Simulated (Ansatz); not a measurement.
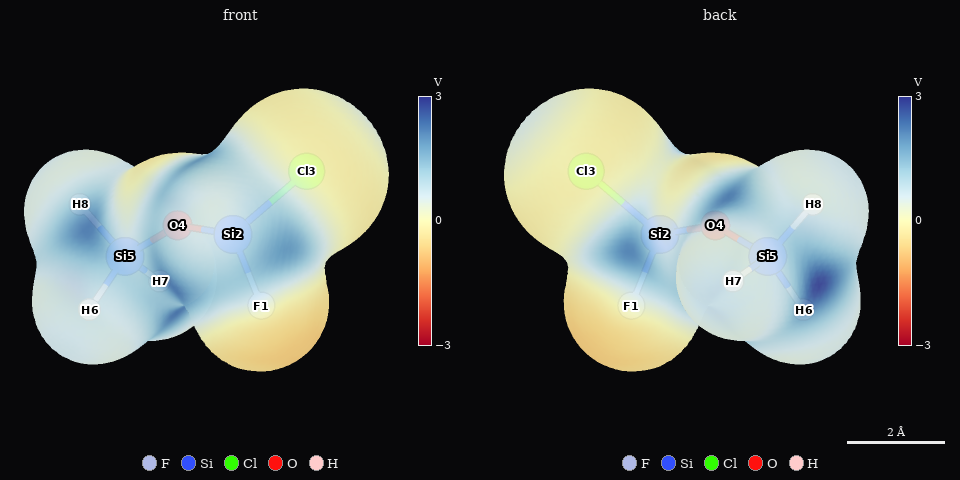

Figure 1: ClFH₃OSi₂ (SMILES F[Si](Cl)O[SiH3]) (doublet). The electrostatic potential painted on the density surface at 0.004 e/bohr³, seen from the front and from behind; the colour scale runs from red (negative) to blue (positive).

Geometry: PBE0-D4/def2-TZVP.

Method: Ansatz, UKS PBE0-D4/def2-TZVPP.

Input

```
crystal:
  periodic: [false, false, false]
  atoms:
    - {symbol: F, position_ang: [-1.121324, 1.008719, -1.921490]}
    - {symbol: Si, position_ang: [-1.302592, -0.398647, -1.193575]}
    - {symbol: Cl, position_ang: [-0.844233, -1.863547, -2.547729]}
    - {symbol: O, position_ang: [-0.285380, -0.478872, 0.050638]}
    - {symbol: Si, position_ang: [0.697592, 0.262725, 1.147587]}
    - {symbol: H, position_ang: [0.004888, 1.444701, 1.716436]}
    - {symbol: H, position_ang: [1.949421, 0.685613, 0.475405]}
    - {symbol: H, position_ang: [0.993829, -0.717792, 2.216930]}
basis:
  gaussian: {orbitals: def2-TZVPP}
magnetization: {spin_polarized: true, initial_magnetization: 1}
hamiltonian: {xc: pbe0, dispersion: d4}
output: {orbitals: {seedname: orbitals}}
```

Command:

```sh
ansatz run in.yaml --threads 4 --pin off --events-out ev --progress --plain --max-ram 10444MiB
```

Describe the electrostatic potential map.

Answer. The most negative region (about −0.7 V) lies over F1, the most positive (about +2.6 V) over Si5. Cl3 shows a σ-hole: about +0.5 V at the tip opposite its bond, against about −0.2 V on its flanks.
